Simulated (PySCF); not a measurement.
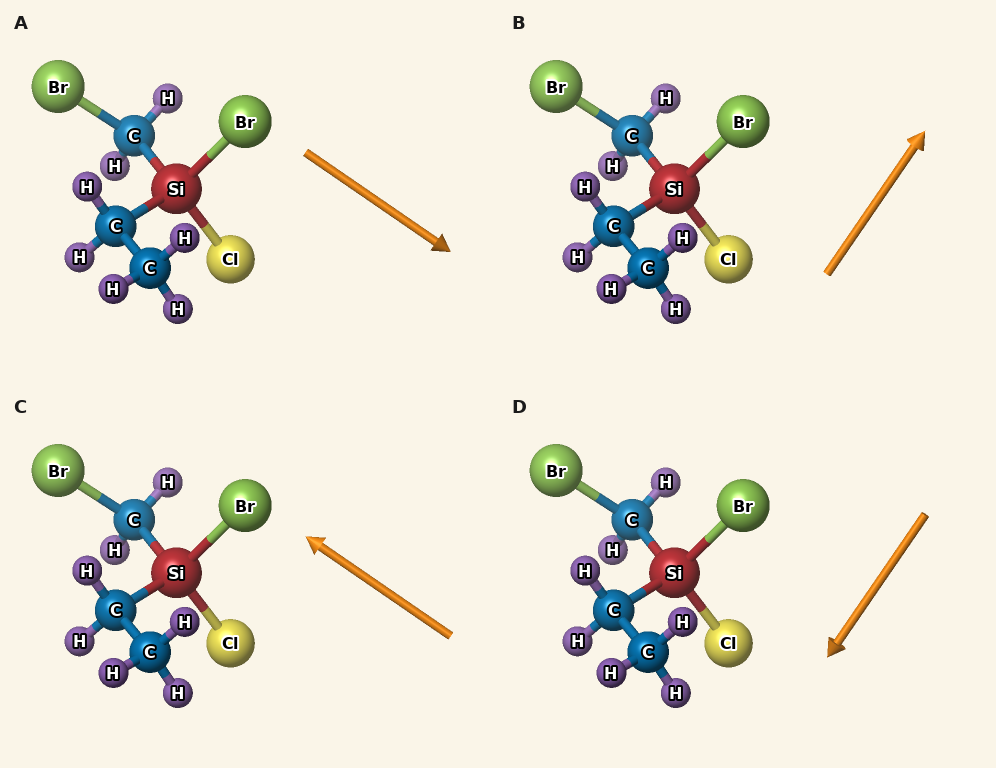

The same molecule four times, each with an arrow. Computed geometry: GFN2-xTB optimisation. No frequency run is at hand to confirm it as a minimum. Method: CAM-B3LYP/def2-SVPD, gas phase (PySCF 2.14.0).

### Which arrow points along the dipole moment, from the negative to the positive end?

D. The dipole moment is 1.40 D.

The geometry is semi-empirical. Around Br, Si such bond lengths and angles can be off by a tenth of an ångström or more and by several degrees, and values that hang on the shape move with them.
